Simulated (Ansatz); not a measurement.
# GeSiH5Cl (SMILES [SiH3][GeH2][Cl]): B3LYP/def2-SVP

Aim: the electronic atomisation energy of GeSiH5Cl at B3LYP/def2-SVP, from 5 runs. 

Program for the calculation: Ansatz 0.2.0.

57 further runs of the same task are left out: 57 set aside as unsound or not needed.

### Step 1. Starting point

GeSiH5Cl has 8 atoms, charge 0, and is taken as a singlet. As SMILES, `[SiH3][GeH2][Cl]`. The shape is that of a PBE0-D4/def2-TZVP optimisation.

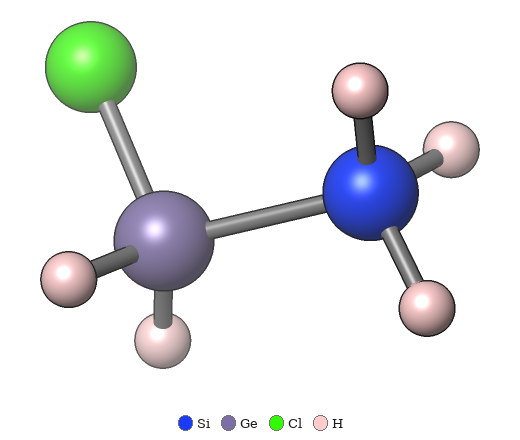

Viewed from a chosen angle; silicon blue, germanium purple, chlorine green, hydrogen pink.

### Step 2. The energy at B3LYP/def2-SVP

File job.yaml:

```yaml
crystal:
  periodic: [false, false, false]
  atoms:
    - {symbol: Si, position_ang: [-0.863600, 0.827300, -0.302500]}
    - {symbol: Ge, position_ang: [0.738300, -0.882000, 0.118400]}
    - {symbol: Cl, position_ang: [1.963100, -0.183700, 1.766200]}
    - {symbol: H, position_ang: [-1.744900, 0.416200, -1.427300]}
    - {symbol: H, position_ang: [-0.149800, 2.078700, -0.658900]}
    - {symbol: H, position_ang: [-1.678500, 1.035600, 0.920200]}
    - {symbol: H, position_ang: [1.703100, -1.135200, -1.051200]}
    - {symbol: H, position_ang: [0.124600, -2.213900, 0.579200]}
basis:
  gaussian:
    orbitals: def2-SVP
hamiltonian:
  xc: {name: B3LYP}
accuracy: high
output:
  orbitals: {seedname: orbitals}
```

Launch:

```
$ ansatz run job.yaml --threads 1 --pin off --max-ram 3480MiB --events-out events.jsonl --progress --plain --runs-dir runs
```

Standard output:

```text
Warning: RAYON_NUM_THREADS=1 ignored (pool sized by the plan → 1); use --threads N
Functional definition: B3LYP
  name "B3LYP"
  parameter a0 = 0.2
  parameter ax = 0.72
  parameter ac = 0.81
  exchange = (1 - a0 - ax)*slater_x + ax*b88_x + a0*exact_x
  correlation = (1 - ac)*vwn_rpa_c + ac*lyp_c
1916 factors; integrals over basis functions are off by at most 4.8e-9 eV
mean field evaluation 1: about -76988.8764 eV, gradient 2.0e1 eV
mean field evaluation 2: about -76988.9828 eV, gradient 2.1e1 eV
mean field evaluation 4: about -76989.5769 eV, gradient 4.2e-1 eV
mean field evaluation 8: about -76989.6612 eV, gradient 5.8e-2 eV
mean field evaluation 16: about -76989.6612 eV, gradient 2.6e-6 eV
mean field -76989.66121394 eV, -2829.3178641457 hartree, gradient 2.3e-8 eV, S^2 0.000000; 0 other end points of the search recorded, 0 dependent functions left out
reference -76989.66125589 eV, -2829.3178656871 hartree; 34, 34 occupied and 59, 59 virtual orbitals, 1916 factors
Total energy: -76989.66125589 eV, -2829.3178656871 hartree
```

Wall time 3.9 s (1 thread of AMD EPYC 9R45 (Zen 5), shared host); peak memory 0.36 GiB.

### Step 3. The Cl atom, same level

File in.yaml:

```yaml
crystal:
  periodic: [false, false, false]
  atoms:
    - symbol: Cl
      position_ang: [0.000000, 0.000000, 0.000000]
basis:
  gaussian: {orbitals: def2-SVP}
magnetization: {spin_polarized: true, initial_magnetization: 1}
accuracy: high
hamiltonian: {xc: {name: B3LYP}}
```

Run the same way, it converges to -460.00600 Eh (log not shown).

### Step 4. The Ge atom, same level

File run.yaml:

```yaml
crystal:
  periodic: [false, false, false]
  atoms:
    - {symbol: Ge, position_ang: [0.000000, 0.000000, 0.000000]}
basis:
  gaussian:
    orbitals: def2-SVP
accuracy: high
magnetization:
  spin_polarized: true
  initial_magnetization: 2
hamiltonian:
  xc: {name: B3LYP}
```

Run the same way, it converges to -2076.70395 Eh (log not shown).

### Step 5. The H atom

File run.yaml:

```yaml
basis:
  gaussian: {orbitals: def2-SVP}
crystal:
  periodic: [false, false, false]
  atoms:
    - {symbol: H, position_ang: [0.000000, 0.000000, 0.000000]}
magnetization: {spin_polarized: true, initial_magnetization: 1}
hamiltonian: {xc: {name: B3LYP}}
accuracy: high
```

Launch:

```
$ ansatz run run.yaml --threads 1 --pin off --max-ram 3480MiB --events-out events.jsonl --progress --plain --runs-dir runs
```

Standard output, cut to the lines that bear on the results:

```text
Warning: RAYON_NUM_THREADS=1 ignored (pool sized by the plan → 1); use --threads N
[... 7 set-up lines as earlier in the session ...]
15 factors; integrals over basis functions are off by at most 8.9e-10 eV
mean field evaluation 1: about -13.6398 eV, gradient 1.5e-1 eV
mean field evaluation 2: about -13.6397 eV, gradient 1.5e-1 eV
mean field evaluation 4: about -13.6399 eV, gradient 3.7e-3 eV
mean field evaluation 8: about -13.6399 eV, gradient 1.1e-9 eV
mean field -13.63992910 eV, -0.5012581489 hartree, gradient 1.1e-9 eV, S^2 0.750000; 0 other end points of the search recorded, 0 dependent functions left out
reference -13.63994824 eV, -0.5012588523 hartree; 1, 0 occupied and 4, 5 virtual orbitals, 15 factors
Total energy: -13.63994824 eV, -0.5012588523 hartree
```

It took 0.08 s on 1 thread of AMD EPYC 9R45 (Zen 5), shared host.

### Step 6. The Si atom at the same level

File molecule.yaml:

```yaml
crystal:
  periodic: [false, false, false]
  atoms:
    - symbol: Si
      position_ang: [0.000000, 0.000000, 0.000000]
basis:
  gaussian: {orbitals: def2-SVP}
magnetization: {spin_polarized: true, initial_magnetization: 2}
hamiltonian: {xc: {name: B3LYP}}
accuracy: high
```

Launch:

```
$ ansatz run molecule.yaml --threads 1 --pin off --max-ram 3480MiB --events-out events.jsonl --progress --plain --runs-dir runs
```

Standard output, cut to the lines that bear on the results:

```text
Warning: RAYON_NUM_THREADS=1 ignored (pool sized by the plan → 1); use --threads N
[... 7 set-up lines as earlier in the session ...]
134 factors; integrals over basis functions are off by at most 2.5e-9 eV
mean field evaluation 1: about -7872.0331 eV, gradient 2.0e0 eV
mean field evaluation 2: about -7872.0783 eV, gradient 5.5e-1 eV
mean field evaluation 4: about -7872.0820 eV, gradient 1.5e-1 eV
mean field evaluation 8: about -7872.0822 eV, gradient 2.9e-4 eV
mean field evaluation 16: about -7871.9859 eV, gradient 2.8e0 eV
mean field evaluation 32: about -7872.0822 eV, gradient 1.0e-4 eV
mean field -7872.08215133 eV, -289.2936831724 hartree, gradient 4.2e-8 eV, S^2 2.002729; 1 other end points of the search recorded, 0 dependent functions left out
reference -7872.08217320 eV, -289.2936839760 hartree; 8, 6 occupied and 10, 12 virtual orbitals, 134 factors
Total energy: -7872.08217320 eV, -289.2936839760 hartree
```

Wall time 0.44 s (1 thread of AMD EPYC 9R45 (Zen 5), shared host).

### Step 7. Summary of results

Level: B3LYP/def2-SVP.

| quantity | value |
| --- | --- |
| molecule: total energy | -2829.31787 Eh |
| molecule: HOMO energy | -7.76 eV |
| molecule: LUMO energy | -0.61 eV |
| molecule: HOMO–LUMO gap | 7.15 eV |
| Cl atom: total energy | -460.00600 Eh |
| Cl atom: ⟨S²⟩ | 0.752 |
| Ge atom: total energy | -2076.70395 Eh |
| Ge atom: ⟨S²⟩ | 2.002 |
| H atom: total energy | -0.50126 Eh |
| H atom: ⟨S²⟩ | 0.750 |
| Si atom: total energy | -289.29368 Eh |
| Si atom: ⟨S²⟩ | 2.003 |
| electronic atomisation energy | 21.985 eV |

Taking the molecule apart into free atoms costs 21.98 eV (507 kcal/mol), before zero-point energy and without spin-orbit coupling.
